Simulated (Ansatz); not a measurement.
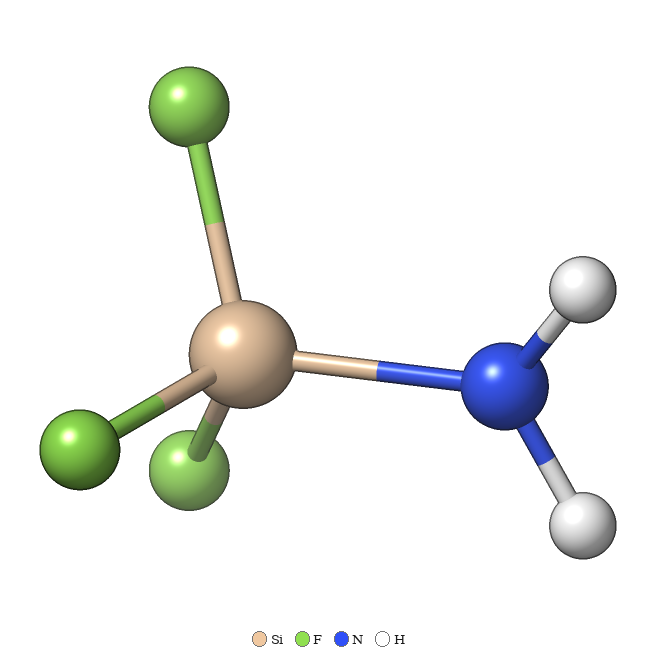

The picture shows a molecular structure as a ball-and-stick model.

The geometry was computed by an optimisation with PBE0-D4/def2-TZVP.

Give the formula.

Answer. F₃H₂NSi, 7 atoms: 3 fluorine, 2 hydrogen, 1 nitrogen and 1 silicon.

How many atoms are distinct by symmetry?

Answer. 5: 1 Si, 2 F, 1 F, 1 N, 2 H.

Count the bonded pairs by element.

Answer. 3 F–Si, 2 N–H, 1 N–Si. Sticks follow a distance rule.

What is the point group of this geometry?

Answer. Cs.

The parts below concern this one geometry. Atoms keep their numbers from picture to picture.

Shape

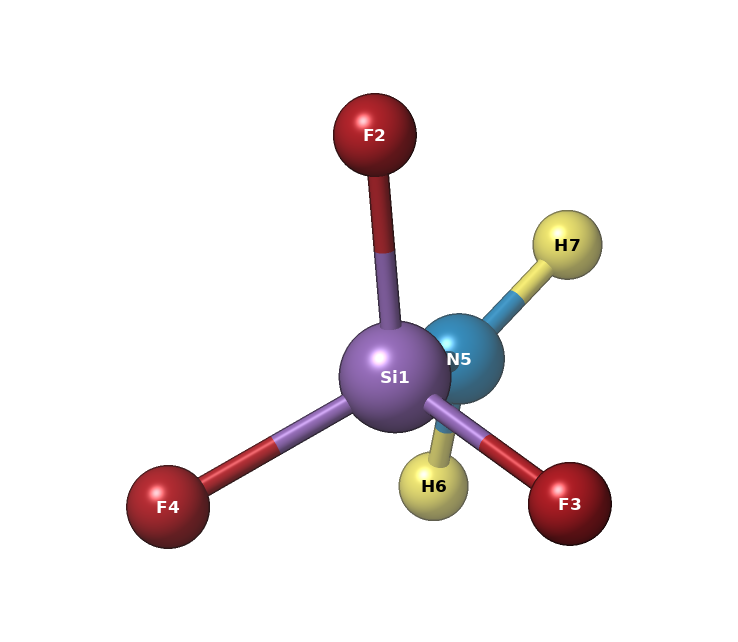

N5 lies behind Si1. The molecule seen a little off the Si1–N5 bond, Si1 in front. Depth is shown by fading: the farther an atom, the more it takes the colour of the background.

What is the torsion angle F2–Si1–N5–H6? The sign is positive where the front bond must turn clockwise to cover the back bond.

Answer. −161°, antiperiplanar (anti).

Vibrations

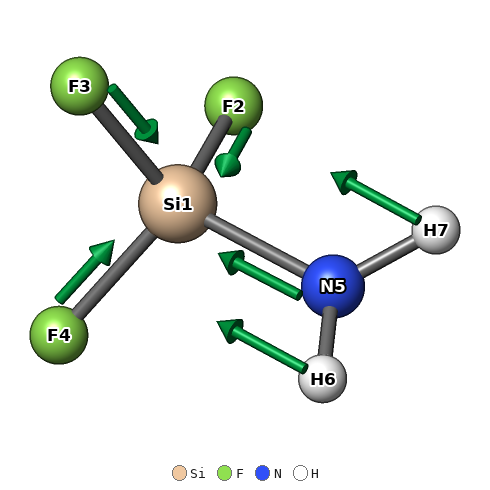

The arrows show one normal mode. Harmonic vibrations computed with RKS PBE0-D4/def2-TZVP (Ansatz 0.2.0) at a stationary point of the same level.

What kind of motion is it?

Answer. Mostly in-phase stretching of 3 F–Si bonds.

Estimate its harmonic wavenumber.

Answer. 781 cm⁻¹; it is mode 8 of 15 counted from the lowest.

Dipole moment

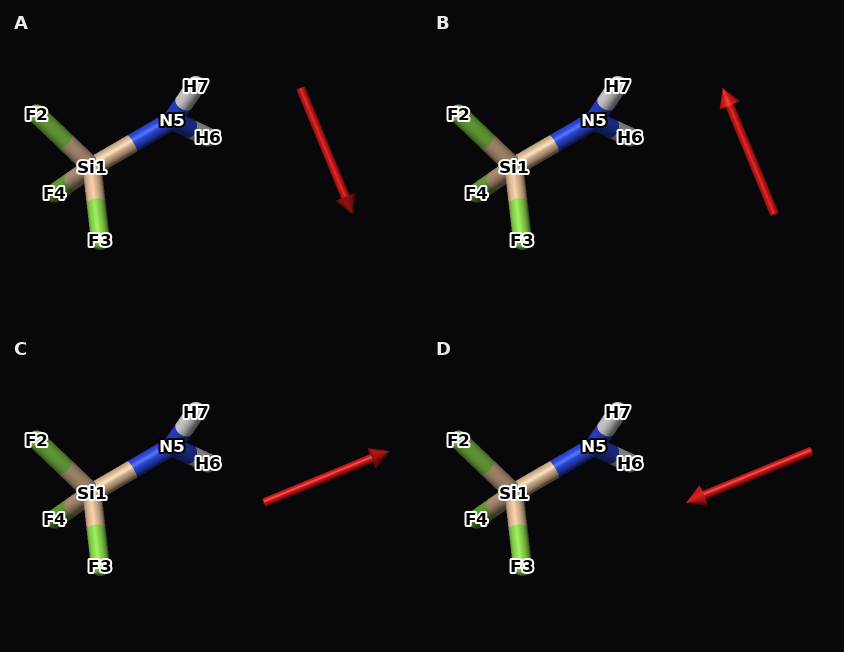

The same molecule four times, each with an arrow. Level of theory: RKS PBE0-D4/def2-TZVP (Ansatz 0.2.0).

Which arrow points along the dipole moment, from the negative to the positive end?

Answer. C. The dipole moment is 2.87 D; it points from the side of F2, F4 to the side of H6, H7 (the outermost atoms at the two ends).

Thermal motion

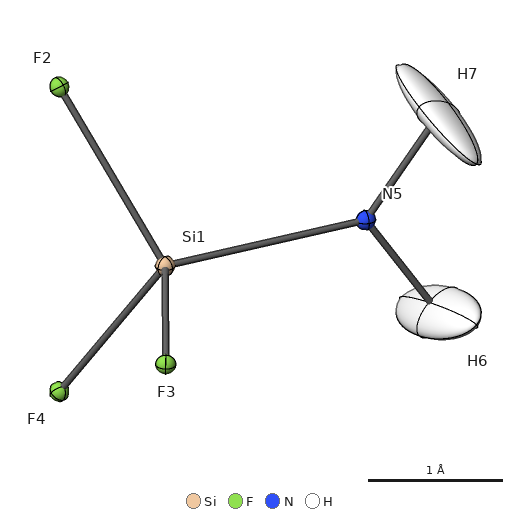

Displacement ellipsoids at the 50 % level, from the internal vibrations of the free molecule (harmonic, no overall translation or rotation; no half-axis is drawn under 0.075 Å). Vibrations computed with RKS PBE0-D4/def2-TZVP (Ansatz 0.2.0). Temperature: 100 K.

Which atom has the largest mean-square displacement?

Answer. H6, H7, with U_eq = 0.0576 Å².

Does H7 move more along its bond or across it?

Answer. Across it: the root-mean-square amplitude is 0.078 Å along the bond and up to 0.380 Å across, since bending and torsion are softer than stretching.

Give the displacement parameters, one line for each set of equivalent atoms.

```
  atom  U_eq (Å²)   rms amplitudes (Å)
   Si1    0.00067  0.025, 0.026, 0.026
F2, F4     0.0016  0.033, 0.037, 0.048
    F3     0.0015  0.033, 0.038, 0.046
    N5     0.0019  0.037, 0.046, 0.047
H6, H7     0.0573  0.076, 0.150, 0.379
```

Charges

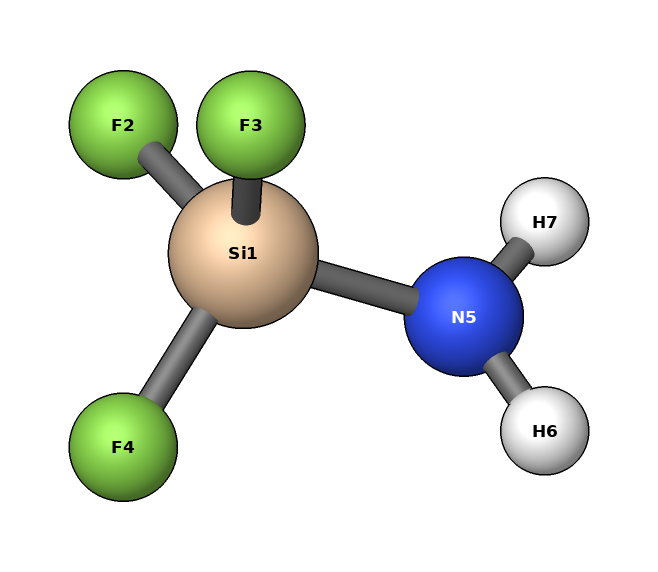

The questions are on Mulliken charges. Level of theory: RKS PBE0-D4/def2-TZVP (Ansatz 0.2.0).

Which atom carries the highest charge (most positive or least negative)?

Answer. Si1 (0.96 e).

And the lowest?

Answer. N5 (−0.61 e).

List the Mulliken charges.

```
atom  value (e)
 Si1       0.96
  F2      −0.29
  F3      −0.29
  F4      −0.29
  N5      −0.61
  H6       0.26
  H7       0.26
```

Mulliken values depend strongly on the basis set and can even reverse the polarity of a bond.
